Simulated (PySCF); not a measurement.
```
atom    x (Å)    y (Å)    z (Å)
  Al  -0.9166  -0.5023  -0.4568
   H   0.0769   0.9503  -0.5241
   B   0.8396   0.4517   0.3900
   H   0.3879  -0.7150   0.7067
   H  -0.6852  -1.4081  -1.7293
   H  -2.2900  -0.2158   0.2669
   H   0.7136   1.1513   1.3664
   H   1.9257   0.2834  -0.1099
```

Geometry: PBE0-D3(BJ)/def2-SVP.

Theory: DFT single point, gas phase, functional TPSSh in PySCF.

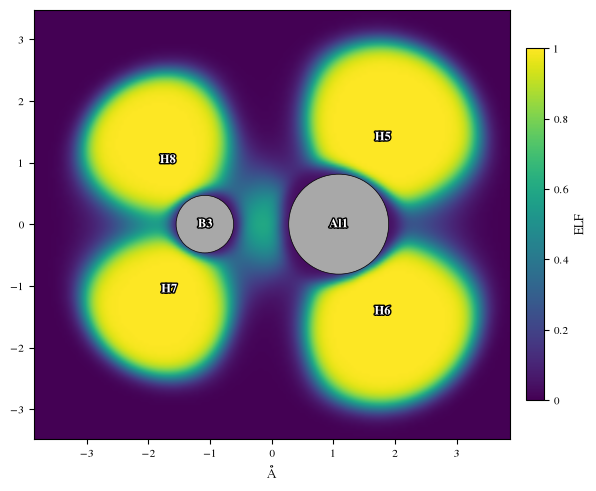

AlBH₆. Electron localisation function on the plane of atoms Al1, B3 and H8. Grey discs cover the atomic cores.

### Describe what can be read from this map.

The plane passes through Al, B and H nuclei. Al–B (2.17 Å): the ELF peaks at about 0.60 in the valence shell of B, 0.9 Å from its nucleus, and is about 0.55 at the midpoint. B–H (1.21 Å): the ELF climbs to about 1 towards the hydrogen, as it does in any bond to H: a covalent bond by its length. Al–H (1.58 Å): the ELF climbs to about 1 towards the hydrogen.
